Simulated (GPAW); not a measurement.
Consider BaTiO3 (P4mm).

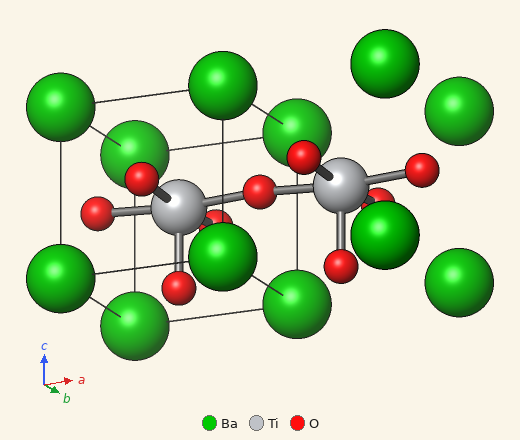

The structure (barium green, titanium light grey, oxygen red). 2×1×1 cells are drawn. Some periodic images of atoms are drawn too.

```xyz
5
Lattice="3.9998 0.0000 0.0000 0.0000 3.9998 0.0000 0.0000 0.0000 4.0180" Properties=species:S:1:pos:R:3 pbc="T T T"
Ba    0.0000    0.0000    0.0000
Ti    1.9999    1.9999    1.9688
O     0.0000    1.9999    2.0773
O     1.9999    0.0000    2.0773
O     1.9999    1.9999    0.0763
```

Absorber: atom 2, with 1 O at 1.89 Å, 4 O at 2.00 Å and 1 O at 2.13 Å (distorted octahedral, site symmetry 4mm). Method: GPAW, LDA + U (Ti 2 eV), full core hole (charged cell), 10-atom cell with 5.7 Å between holes, 6×6×6 k points, dipole transitions, Gaussian full width 0.94 eV up to 4 eV, rising linearly to 3.5 eV at 25 eV.

The database entry behind the starting cell differs from later determinations by our own check (c/a about 0.6 % short), so it need not match the best structure at ambient conditions.

**Question.** Predict the near-edge structure at the Ti K edge.

Main maxima up to 30 eV above the zero (height): 2.5 eV (0.24), 5.3 eV (0.63), 7.8 eV (0.22), 14.3 eV (2.65), 19.5 eV (2.26) and 26.2 eV (2.06). A K edge sees empty p states. The first eV above the zero hold little dipole weight, as the lowest empty bands are of d character; the main edge, of 4p character, rises through 0.6 near 12 eV above the zero. The total-energy difference plus the lowest empty eigenvalue puts the zero at 4971.38 eV. One term is added: -22.68 eV, since the hole is spin-paired here and a spin-polarised one costs that much less in the free atom (computed apart). The photon energy is then 4948.70 eV. The tabulated edge of the element is 4966 eV. The functional and the charged cell's background leave an error in such absolute values: in the free atom LDA prices this hole 13.2 eV below PBE (computed apart), and PBE is itself good to a few eV.

The Ti K spectrum (energy from the lowest empty level; intensity scaled to a mean of 1 over the first 20 eV; polarised curves are means over the symmetry-equivalent atoms):

```csv
E (eV),isotropic,ε ⊥ c,ε ∥ c
-2.0,0.00,0.00,0.00
-0.5,0.00,0.00,0.00
1.0,0.01,0.01,0.01
2.5,0.24,0.12,0.48
4.0,0.03,0.03,0.04
5.5,0.58,0.55,0.65
7.0,0.17,0.18,0.15
8.5,0.20,0.21,0.19
10.0,0.16,0.16,0.16
11.5,0.47,0.46,0.50
13.0,2.03,1.95,2.19
14.5,2.64,2.65,2.62
16.0,2.32,2.36,2.23
17.5,1.97,2.00,1.90
19.0,2.22,2.27,2.12
20.5,2.09,2.15,1.98
22.0,1.75,1.80,1.66
23.5,1.81,1.85,1.75
25.0,2.00,2.03,1.93
26.5,2.06,2.09,1.99
28.0,1.84,1.87,1.76
29.5,1.44,1.47,1.38
31.0,1.24,1.26,1.21
```

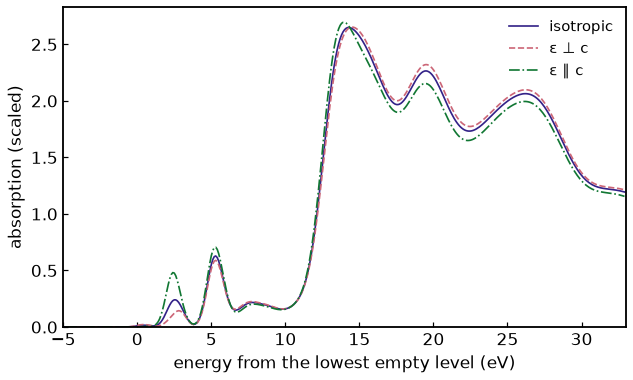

The Ti K edge.

Quadrupole 1s→3d transitions, which feed the pre-edge, are not in the dipole spectrum. The holes are only 5.7 Å apart, so the shape is probably not converged with cell size; no larger cell was run here. The mesh is coarse (0.26 Å⁻¹ between points), so small maxima may be mesh ripples. Lifetime broadening is put in by hand, and intensities beyond about 20 eV depend on it and on the partial waves. The structure is a published determination, not relaxed.

[Banner, clock and machine lines of the logs are left out without a mark of their own.]

[Logs are printed without paths, hosts, clocks, repeated set-up lines and the standing remarks that a program may print on its own settings, such as how far it seeks lower states.]

[Hosts, paths, dates, database ids (printed as entryN), source tags and the programs' standing remarks are cut or masked in the printed files.]

[Lists of maxima count a maximum above −3 eV only where it reaches 4 % of the highest in the window and stands out from its surroundings by 2 % of it (1.5 % where it reaches 55 %); shoulders and weaker maxima are passed over, and of the rest the first, up to two pre-edge ones and the few strongest are named.]
